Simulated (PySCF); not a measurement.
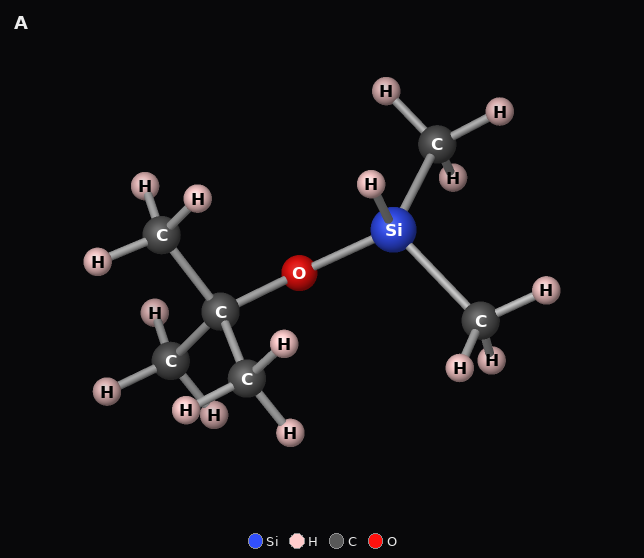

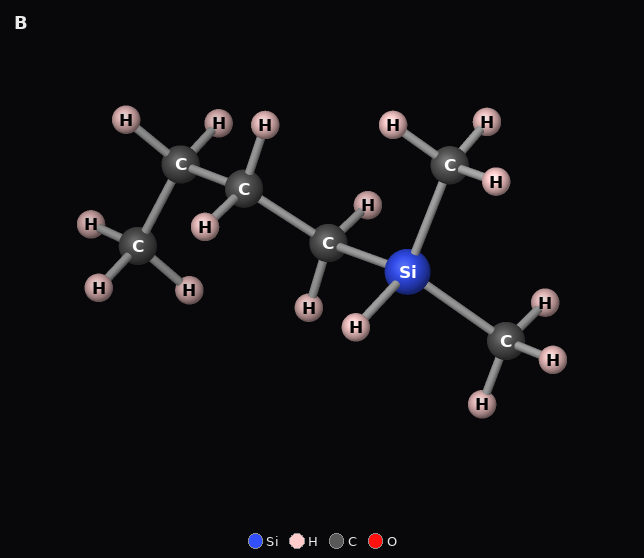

Two related species, optimised with PBE0-D3(BJ)/def2-SVP; properties computed with PySCF 2.14.0. Both: charge 0, singlet.

### What are A and B?

A is SiHMe2(OtBu) (C[SiH](C)OC(C)(C)C), B is SiHMe2(nBu) (CCCC[SiH](C)C).

Compare them. With B3LYP/def2-SVPD: dipole moment (D), HOMO–LUMO gap (eV), HOMO energy (Kohn–Sham orbital) (eV), lowest vertical singlet excitation (eV), mean static polarisability (bohr³). With B3LYP/pcSseg-1: shielding of Si (ppm). With PBE0/pcSseg-1: Hirshfeld charge of Si (e), IAO charge of Si (e). With PBE0-D3(BJ)/def2-SVP: mean Si–C length (Å), mean Si–H length (Å).

```
                               quantity      A      B
                      dipole moment (D)   0.65   0.58
                     HOMO–LUMO gap (eV)   7.70   8.14
   HOMO energy (Kohn–Sham orbital) (eV)  −7.38  −7.77
lowest vertical singlet excitation (eV)   6.91   7.30
     mean static polarisability (bohr³)  104.9  103.3
                  shielding of Si (ppm)  346.3  350.0
             Hirshfeld charge of Si (e)   0.42   0.37
                   IAO charge of Si (e)   1.14   0.94
                   mean Si–C length (Å)  1.871  1.885
                   mean Si–H length (Å)  1.502  1.502
```

Each is one conformer, and no frequency run is at hand to confirm it as a minimum.
